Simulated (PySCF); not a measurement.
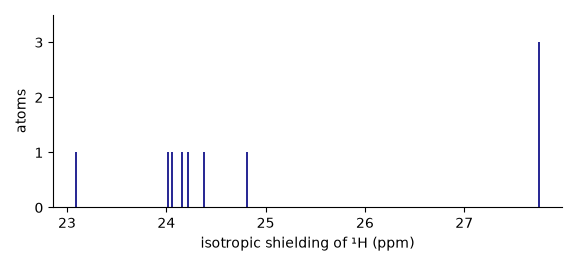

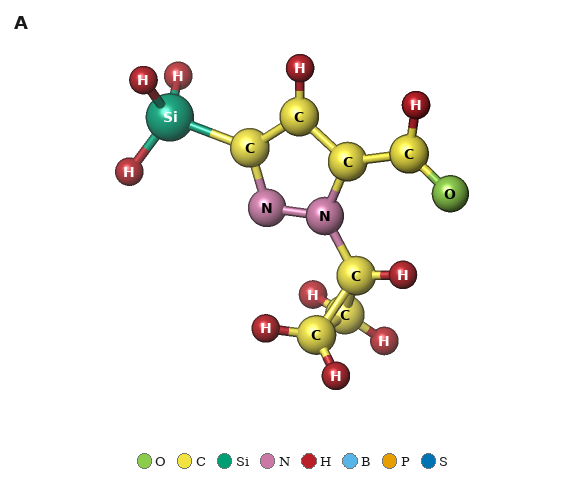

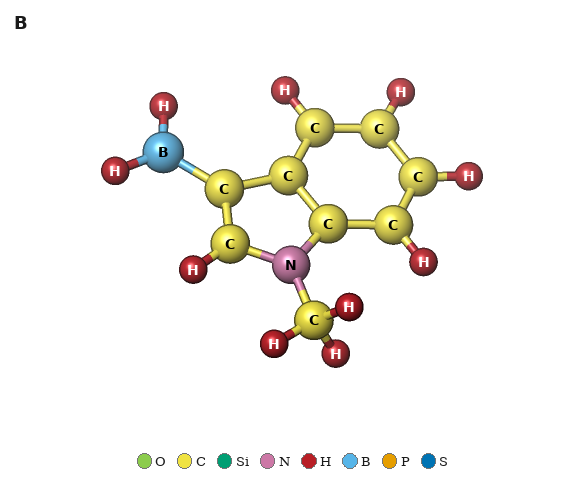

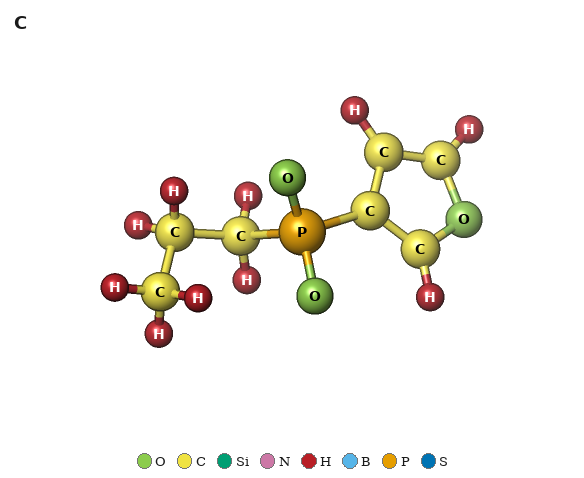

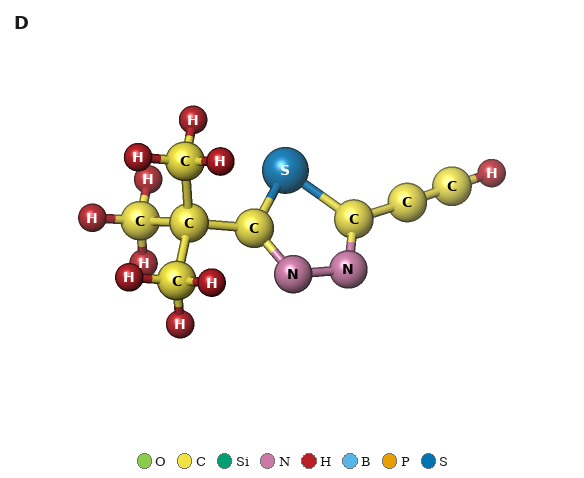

The sticks are computed shieldings of one of the molecules, for one fixed geometry (GFN2-xTB) without averaging over rotations. Low shielding means a high chemical shift. Method: GIAO PBE0/pcSseg-1 NMR shielding, non-relativistic, gas phase (PySCF 2.14.0).

Which molecule gives this pattern?

B, `Bc1cn(C)c2ccccc12`. Its 10 H atoms give lines at 23.09, 24.02, 24.06, 24.16, 24.22, 24.38, 24.82, 27.75 (3 atoms) ppm.

The geometry is semi-empirical. Around B, P, Si such bond lengths and angles can be off by a tenth of an ångström or more and by several degrees, and values that hang on the shape move with them.
